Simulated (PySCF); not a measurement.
# PBE/6-31G run of H3O+ (oxonium)

What is the vertical ionisation energy of H3O+ (oxonium) at PBE/6-31G? Input form: a Python script.

The results are computed with PySCF 2.14.0.

5 further runs of the same task are left out: 5 set aside as unsound or not needed.

## (1) The system as given

The species is H3O+ (4 atoms), meant as a singlet with charge +1. As SMILES, `[OH3+]`. Geometry: relaxed at GFN2-xTB.

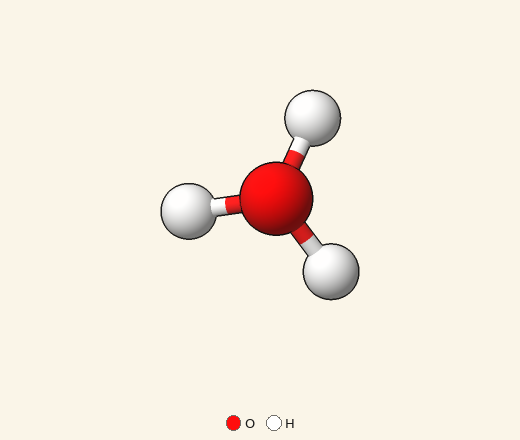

The structure, seen from a chosen angle (oxygen red, hydrogen white).

## (2) A single-point energy at PBE/6-31G

mol.xyz reads:

```xyz
4

O      0.196050    -0.061020    -0.056900
H      0.214230     0.919440     0.016470
H     -0.413410    -0.366620    -0.765680
H      0.003130    -0.491800     0.806120
```

calc.py reads:

```python
# [OH3+]
from pyscf import gto, dft

mol = gto.Mole()
mol.atom = 'mol.xyz'
mol.charge = 1
mol.verbose = 3
mol.basis = '6-31g'
mol.max_memory = 1860
mol.build()

myscf = dft.RKS(mol)
myscf.xc = 'pbe'
myscf.conv_tol = 1e-10
myscf.grids.level = 5
myscf.kernel()
if not myscf.converged:
    myscf = myscf.newton().run(myscf.mo_coeff, myscf.mo_occ)

energy = myscf.e_tot
print('E(%s) = %.9f' % ('PBE', energy))
```

Started as:

```
$ OMP_NUM_THREADS=1 python calc.py
```

Standard output:

```text
converged SCF energy = -76.5857271770136
E(PBE) = -76.585727177
```

Run time: 1.2 s. Hardware: 1 thread of Arm Neoverse V2, shared host; peak memory 0.16 GiB.

## (3) Doublet [H3O]2+ at the same level

calc.py reads:

```python
from pyscf import gto, dft

mol = gto.Mole()
mol.atom = '''
O      0.196050    -0.061020    -0.056900
H      0.214230     0.919440     0.016470
H     -0.413410    -0.366620    -0.765680
H      0.003130    -0.491800     0.806120
'''
mol.verbose = 3
mol.basis = '6-31g'
mol.spin = 1
mol.max_memory = 1860
mol.charge = 2
mol.build()

myscf = dft.UKS(mol)
myscf.xc = 'pbe'
myscf.conv_tol = 1e-10
myscf.grids.level = 5
myscf.kernel()
if not myscf.converged:
    myscf = myscf.newton().run(myscf.mo_coeff, myscf.mo_occ)

energy = myscf.e_tot
print('E = %.10f Eh' % energy)
```

Started as:

```
$ OMP_NUM_THREADS=1 python calc.py
```

Standard output:

```text
converged SCF energy = -75.6797378330265  <S^2> = 0.75152017  2S+1 = 2.0015196
E = -75.6797378330 Eh
```

Run time: 1.8 s. Hardware: 1 thread of Arm Neoverse V2, shared host; peak memory 0.18 GiB.

## (4) Outcome

Level: PBE/6-31G.

```
                                            quantity         value
                          singlet H3O+: total energy  -76.58573 Eh
                           singlet H3O+: HOMO energy     -18.19 eV
                           singlet H3O+: LUMO energy      -8.02 eV
                         singlet H3O+: HOMO–LUMO gap      10.17 eV
                       doublet [H3O]2+: total energy  -75.67974 Eh
 doublet [H3O]2+: HOMO energy (highest over α and β)     -34.97 eV
  doublet [H3O]2+: LUMO energy (lowest over α and β)     -30.79 eV
                               doublet [H3O]2+: ⟨S²⟩         0.752
vertical ionisation energy (to the doublet dication)     24.653 eV
```

**Reading.** The vertical ionisation energy comes to 24.65 eV (2379 kJ/mol). The negative HOMO energy of the first species, 18.19 eV, lies 6.46 eV below that difference.
